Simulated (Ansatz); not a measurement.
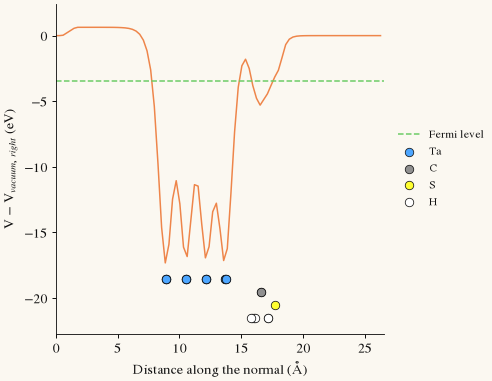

Plane-averaged electrostatic potential energy of an electron across the slab; circles at the bottom mark the heights of the atoms (positions after relaxation).

Structure: a (100) slab cut from Ta (Im-3m), of composition Ta16H6C2S (not the bulk's), ended by Ta planes, 25 atoms in the cell; a = 6.57 Å, b = 6.57 Å, c = 26.57 Å, α = 90.00°, β = 90.00°, γ = 90.00°.

Ansatz 0.2.0; DFT PBE+D3(BJ), scalar-relativistic, plane waves, PAW, no spin polarisation, 3×3×1 k mesh, 420 eV cutoff, Gaussian smearing of 0.1 eV.

> What is the work function?

The work function is 3.42 eV at the right face and 4.06 eV at the left.

> Do the two faces differ, and what does that say about the slab's dipole?

The vacuum level is 0.63 eV higher at the left than at the right, so the slab carries a dipole along its normal; the ramp in the vacuum, at or near the edge of the plot, is the dipole correction that keeps each side flat. Some atoms were held fixed in the relaxation, which can itself make the faces differ.

> How thick are slab and vacuum?

The outermost atoms are 8.8 Å apart, which leaves 17.7 Å of vacuum in a cell 26.6 Å high.

Spin-orbit coupling is left out, which matters for Ta.
